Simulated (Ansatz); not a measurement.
# CH6Si···HBr: what the fields show

The calculation's input:

```
crystal:
  periodic: [false, false, false]
  atoms:
    - { symbol: Si, position_ang: [-0.7473, 0.0944, -0.3305] }
    - { symbol: Br, position_ang: [0.4944, -1.3674, -2.2288] }
    - { symbol: H, position_ang: [-1.8536, -0.8798, -0.2378] }
    - { symbol: H, position_ang: [-1.3305, 1.2625, -0.9753] }
    - { symbol: C, position_ang: [0.2001, -0.074, 1.3033] }
    - { symbol: H, position_ang: [1.2347, 0.3663, -1.5669] }
    - { symbol: H, position_ang: [0.829, 0.9469, -0.8969] }
    - { symbol: H, position_ang: [-0.468, -0.4202, 2.0862] }
    - { symbol: H, position_ang: [1.0081, -0.7954, 1.2175] }
    - { symbol: H, position_ang: [0.6333, 0.8668, 1.6292] }
basis:
  gaussian: { orbitals: def2-SVP }
hamiltonian:
  xc: lda
relax:
  f_tol: 0.15
  max_steps: 25
  restrain:
    - { distance: [0, 6], at: 1.42, k: 30.0 }
    - { distance: [5, 1], at: 1.51, k: 30.0 }
    - { distance: [0, 1], at: 3.61, k: 30.0 }
    - { distance: [5, 6], at: 1.92, k: 30.0 }
output:
  orbitals: {}
```

Launched as:

```sh
ansatz run input.yaml --threads 2 --pin off --max-ram 3072MiB --backend cpu --events-out ev --progress --plain --runs-dir out
```

The fields are those of the run's last geometry, not of the input's.

Not at a stationary point (largest force 1.2 eV/Å).

All numbers below come from RKS LDA/def2-SVP in Ansatz 0.2.0.

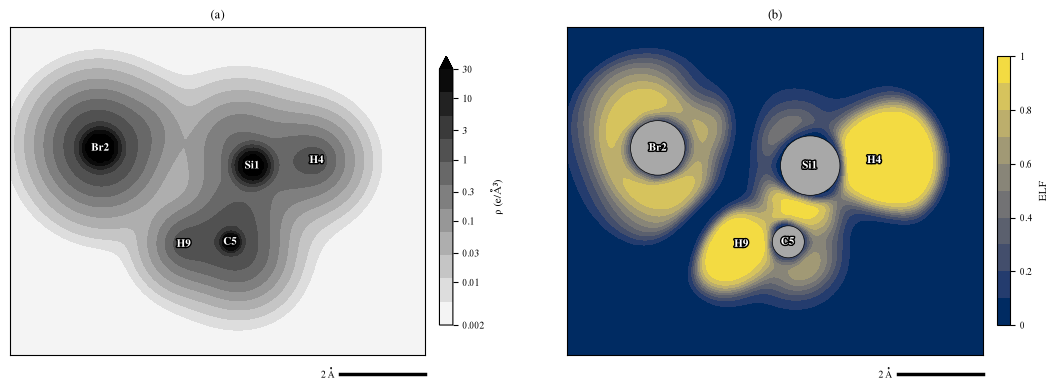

Figure 1. (a) total electron density; (b) electron localisation function on the plane of atoms Si1, C5 and H9. Grey discs cover the atomic cores in the ELF map.

**Interpret the plot.**

Atoms in the plane: Si, Br, H and C. C–Si (1.87 Å): ρ is about 0.94 e/Å³ halfway; the ELF peaks at about 0.95 between the atoms: a covalent bond. C–H (1.11 Å): the density is about 1.8 e/Å³ at the midpoint; the ELF climbs to about 1 towards the hydrogen, as it does in any bond to H: an ordinary covalent bond to hydrogen. The ELF also peaks beside Br2, away from the bonds: lone-pair regions.

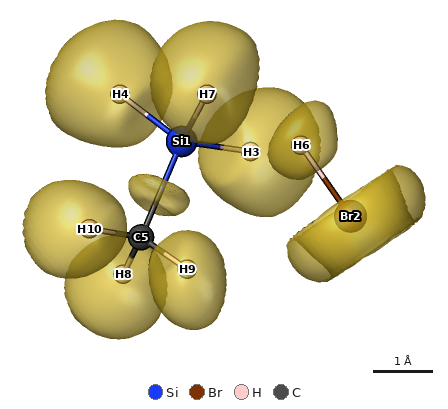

Figure 2. Isosurface of the electron localisation function at 0.85 (yellow), seen at a tilt. Core shells and regions of very low density are left out.

**What do the ELF domains correspond to?**

At this value the surface marks out one region between bonded C–Si atoms (shared pairs), seven regions around hydrogen nuclei and one ring or bowl of non-bonding electrons around Br.


Si1···H6 (2.67 Å): the ELF dips to about 0.10 between them.

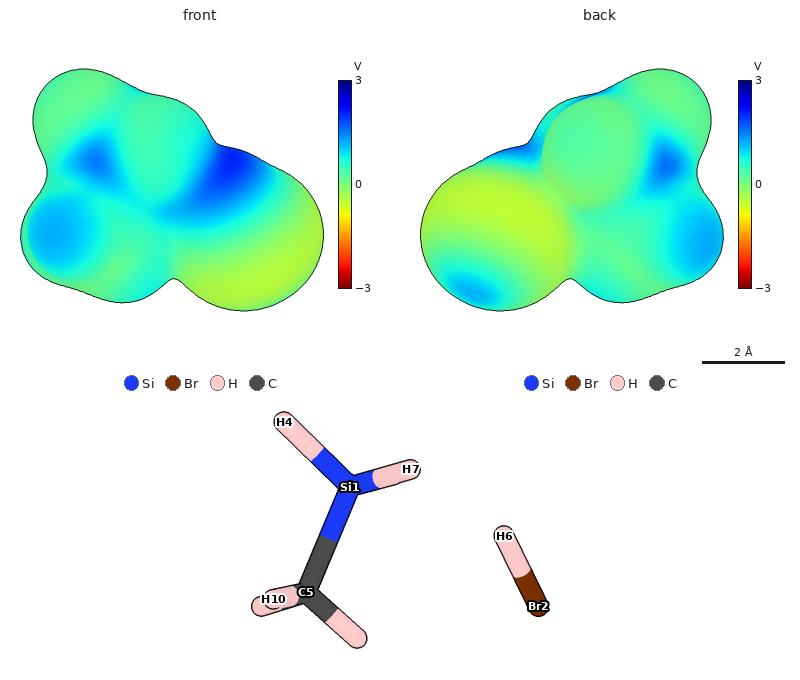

Figure 3. The electrostatic potential painted on the density surface at 0.004 e/bohr³, seen from the front and from behind; red is negative and blue positive. The bare structure is drawn below in the same view.

**Where is the surface potential most negative and most positive?**

The most negative region (about −0.5 V, or −12 kcal/mol for a unit charge) lies over Br2, the most positive (about +1.9 V, or +44 kcal/mol for a unit charge) over H6. Br2 shows a σ-hole: about +1.2 V, or +28 kcal/mol for a unit charge at the tip opposite its bond, against about −0.3 V, or −7 kcal/mol for a unit charge on its flanks.
